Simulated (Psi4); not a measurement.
**r2SCAN/6-311+G(d,p) run of BCNF2 (SMILES N#CB(F)F)**

Aim: the vertical ionisation energy of BCNF2 at r2SCAN/6-311+G**, from 2 runs. The job is set up through a Python script.

The results are computed with Psi4 1.11.

## (1) The molecule

The species is BCNF2 (5 atoms), meant as a singlet with charge 0. As SMILES, `N#CB(F)F`. Geometry: relaxed at PBE0-D4/def2-TZVP.

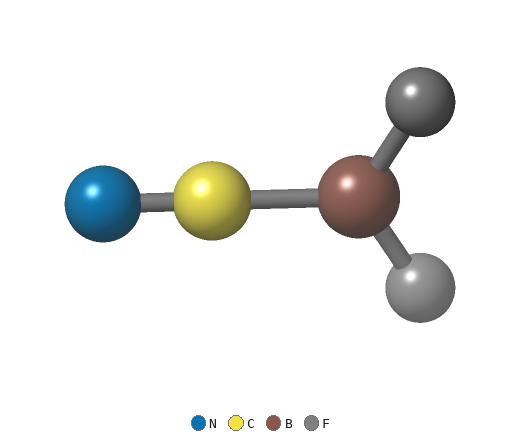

The structure, seen from a chosen angle (nitrogen blue, carbon yellow, boron brown, fluorine grey).

## (2) Energy and forces at r2SCAN/6-311+G(d,p)

job.py reads:

```python
import psi4

psi4.set_memory('1600 MB')
psi4.set_num_threads(1)
psi4.set_output_file('run.log', False)

m = psi4.geometry("""
0 1
N     -0.715100     1.789700     0.801000
C     -0.319400     0.804800     0.359300
B      0.212000    -0.517400    -0.233800
F      1.451200    -0.872800    -0.026200
F     -0.578700    -1.277900    -0.941900
symmetry c1
no_reorient
no_com
""")

options = {'basis': '6-311+G**', 'reference': 'rks', 'puream': True, 'e_convergence': 1e-09, 'd_convergence': 1e-08, 'scf_type': 'pk', 'dft_radial_points': 99, 'dft_spherical_points': 590}
psi4.set_options(options)

energy_value, wavefunction = psi4.gradient("R2SCAN", molecule=m, return_wfn=True)
psi4.oeprop(wavefunction, "WIBERG_LOWDIN_INDICES", "QUADRUPOLE", "DIPOLE")
print('gradient / Eh bohr^-1')
print(energy_value.np.round(6))
print(f'energy = {wavefunction.energy():.10f} Eh')
```

On the command line:

```sh
python job.py
```

run.log:

```text
[...]
  Running in c1 symmetry.
[...]
  Nuclear repulsion =  133.934054820875758
[...]
  Multiplicity = 1
[...]
  Nalpha       = 18
  Nbeta        = 18
[...]
    Number of basis functions: 110
[...]
   @RKS iter   1:  -317.25207901139572   -6.02468e-01   6.34225e-03 DIIS/ADIIS
[...]
   @RKS iter  12:  -317.44184810662864   -1.53477e-12   1.51524e-09 DIIS
[...]
    Orbital Energies [Eh]
    ---------------------
    Doubly Occupied:
       1A    -24.550686     2A    -24.550680     3A    -14.203884
       4A    -10.091176     5A     -6.801208     6A     -1.252460
       7A     -1.225958     8A     -0.911421     9A     -0.620191
      10A     -0.563100    11A     -0.546426    12A     -0.502281
      13A     -0.446558    14A     -0.441032    15A     -0.430743
      16A     -0.363123    17A     -0.362311    18A     -0.355332
[...]
  @RKS Final Energy:  -317.44184810662864
   => Energetics <=
    Nuclear Repulsion Energy =            133.9340548208757582
    One-Electron Energy =                -702.2015576093775735
    Two-Electron Energy =                 288.0172437830332228
    DFT Exchange-Correlation Energy =     -37.1915891011600550
    Empirical Dispersion Energy =           0.0000000000000000
    VV10 Nonlocal Energy =                  0.0000000000000000
    Total Energy =                       -317.4418481066286404
[...]
  -Total Gradient:
     Atom            X                  Y                   Z
    ------   -----------------  -----------------  -----------------
       1        0.006651992331    -0.016549547722    -0.007423942849
       2       -0.007524374638     0.018713236074     0.008397520811
       3        0.003406298739    -0.008496716270    -0.003822169157
       4       -0.007061496044     0.002118528493    -0.001126466341
       5        0.004444259634     0.004421804213     0.004067995796
[...]
 Multipole Moments:
 ------------------------------------------------------------------------------------
     Multipole            Electronic (a.u.)      Nuclear  (a.u.)        Total (a.u.)
 ------------------------------------------------------------------------------------
 L = 1.  Multiply by 2.5417464519 to convert [e a0] to [Debye]
 Dipole X            :         -3.5143471            3.7613109            0.2469638
 Dipole Y            :          8.0527107           -8.6674178           -0.6147072
 Dipole Z            :          3.7287883           -4.0045186           -0.2757304
 Magnitude           :                                                    0.7175537
 L = 2.  Multiply by 1.3450342976 to convert [e a0^2] to [Debye ang]
 Quadrupole XX       :       -115.0603559           94.2199401          -20.8404159
 Quadrupole XY       :         57.9680625          -56.3986970            1.5693654
[...]
```

Standard output:

```text
gradient / Eh bohr^-1
[[ 0.006652 -0.01655  -0.007424]
 [-0.007524  0.018713  0.008398]
 [ 0.003406 -0.008497 -0.003822]
 [-0.007061  0.002119 -0.001126]
 [ 0.004444  0.004422  0.004068]]
energy = -317.4418481066 Eh
```

Wall time 64 s (1 thread of AMD EPYC 7R43 (Zen 3), shared host); peak memory 0.53 GiB.

## (3) The doublet cation at the same level

cbf2n.py reads:

```python
import psi4

psi4.set_memory('1600 MB')
psi4.set_num_threads(1)
psi4.set_output_file('cbf2n.out', False)

mol = psi4.geometry("""
1 2
N     -0.715100     1.789700     0.801000
C     -0.319400     0.804800     0.359300
B      0.212000    -0.517400    -0.233800
F      1.451200    -0.872800    -0.026200
F     -0.578700    -1.277900    -0.941900
symmetry c1
no_reorient
no_com
""")

psi4.set_options({
    'basis': '6-311+G**',
    'reference': 'uks',
    'puream': True,
    'e_convergence': 1e-09,
    'd_convergence': 1e-08,
    'scf_type': 'pk',
    'dft_radial_points': 99,
    'dft_spherical_points': 590,
    'maxiter': 100,
})

energy_value, wavefunction = psi4.gradient('r2scan', return_wfn=True)
psi4.oeprop(wavefunction, 'LOWDIN_CHARGES', 'MULLIKEN_CHARGES', 'QUADRUPOLE', title='R2SCAN')
print('gradient / Eh bohr^-1')
print(energy_value.np.round(6))
print(f'energy = {wavefunction.energy():.10f} Eh')
```

On the command line:

```sh
python cbf2n.py
```

cbf2n.out, cut to the lines that bear on the results:

```text
[...]
  Running in c1 symmetry.
[...]
  Nuclear repulsion =  133.934054820875758
[...]
  Multiplicity = 2
[...]
  Nalpha       = 18
  Nbeta        = 17
[...]
    Number of basis functions: 110
[...]
   @UKS iter   1:  -316.73852276335145   -8.89116e-02   4.97904e-03 DIIS/ADIIS
[...]
   @UKS iter  32:  -316.94617614740997   -1.18234e-11   3.12879e-09 DIIS
[...]
   @S^2 Observed:                7.534225773E-01
[...]
  @UKS Final Energy:  -316.94617614740997
   => Energetics <=
    Nuclear Repulsion Energy =            133.9340548208757582
    One-Electron Energy =                -692.0470389823743744
    Two-Electron Energy =                 277.9890748415613757
    DFT Exchange-Correlation Energy =     -36.8222668274727241
    Empirical Dispersion Energy =           0.0000000000000000
    VV10 Nonlocal Energy =                  0.0000000000000000
    Total Energy =                       -316.9461761474099717
[...]
  -Total Gradient:
     Atom            X                  Y                   Z
    ------   -----------------  -----------------  -----------------
       1        0.043226868184    -0.108140432493    -0.048575344406
       2       -0.038233287983     0.096623949053     0.043535714149
       3       -0.014432123774     0.034542388802     0.015302099087
       4        0.006669306690    -0.010923889006    -0.004134999747
       5        0.002675904874    -0.011806367779    -0.005986358814
[...]
 Multipole Moments:
 ------------------------------------------------------------------------------------
     Multipole            Electronic (a.u.)      Nuclear  (a.u.)        Total (a.u.)
 ------------------------------------------------------------------------------------
 L = 1.  Multiply by 2.5417464519 to convert [e a0] to [Debye]
 Dipole X            :         -4.0026123            3.7613109           -0.2413014
 Dipole Y            :          9.2691971           -8.6674178            0.6017793
 Dipole Z            :          4.2688050           -4.0045186            0.2642864
 Magnitude           :                                                    0.7001514
 L = 2.  Multiply by 1.3450342976 to convert [e a0^2] to [Debye ang]
 Quadrupole XX       :       -110.4872983           94.2199401          -16.2673582
 Quadrupole XY       :         55.5674468          -56.3986970           -0.8312502
[...]
  Mulliken Charges: (a.u.)
   Center  Symbol    Alpha    Beta     Spin     Total
[...]
```

On the terminal:

```text
gradient / Eh bohr^-1
[[ 0.043227 -0.10814  -0.048575]
 [-0.038233  0.096624  0.043536]
 [-0.014432  0.034542  0.015302]
 [ 0.006669 -0.010924 -0.004135]
 [ 0.002676 -0.011806 -0.005986]]
energy = -316.9461761474 Eh
```

Wall time 3.3 min (1 thread of AMD EPYC 7R43 (Zen 3), shared host); peak memory 0.53 GiB.

## (4) Summary of results

At r2SCAN/6-311+G**:

```
                                          quantity          value
                       singlet BCNF2: total energy  -317.44185 Eh
                      singlet BCNF2: dipole moment         1.82 D
                        singlet BCNF2: HOMO energy       -9.67 eV
                        singlet BCNF2: LUMO energy       -3.18 eV
                      singlet BCNF2: HOMO–LUMO gap        6.48 eV
           singlet BCNF2: largest force on an atom     1.123 eV/Å
                      doublet cation: total energy  -316.94618 Eh
doublet cation: HOMO energy (highest over α and β)      -17.96 eV
 doublet cation: LUMO energy (lowest over α and β)      -17.10 eV
                              doublet cation: ⟨S²⟩          0.753
          doublet cation: largest force on an atom     6.489 eV/Å
vertical ionisation energy (to the doublet cation)      13.488 eV
```

Removing an electron at fixed nuclei costs 13.49 eV (1301 kJ/mol). The largest force (singlet BCNF2) is 1.12 eV/Å: the shape isn't a stationary point for this species at this level. The negative HOMO energy of the first species, 9.67 eV, lies 3.82 eV below that difference.
